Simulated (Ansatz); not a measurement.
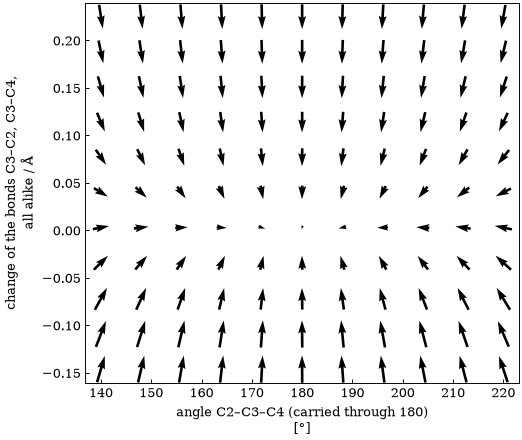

C₃H₄FGa, SMILES FCC#[C][GaH2]. Coordinates scanned: (1) angle C2–C3–C4 (carried through 180); (2) change of the bonds C3–C2, C3–C4, all alike. Nothing is relaxed (all other coordinates rigid). Grid: 11 × 11 points. Points are written as (first, second). All numbers below come from RKS SPW92 (LDA)/def2-TZVP (Ansatz).

In the figure: arrows along the force (downhill), their lengths compressed.

The arrows alone are given. Where is the energy lowest?

The arrows converge at about (179°, 0.000 Å) (read from the interpolated surface).

The energy map of the same scan:

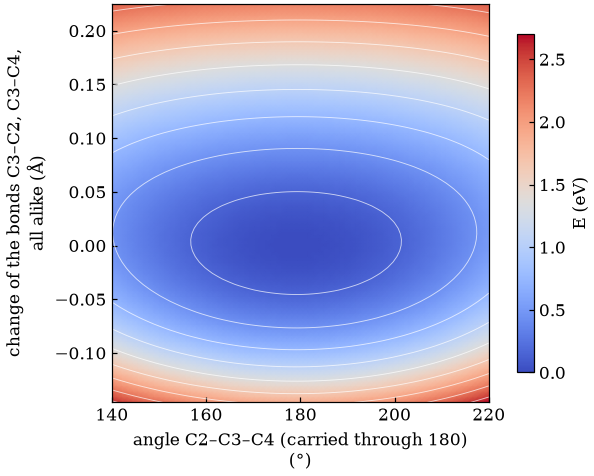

Energies are in eV, from the relaxed molecule at the same level; between grid points the surface is interpolated.
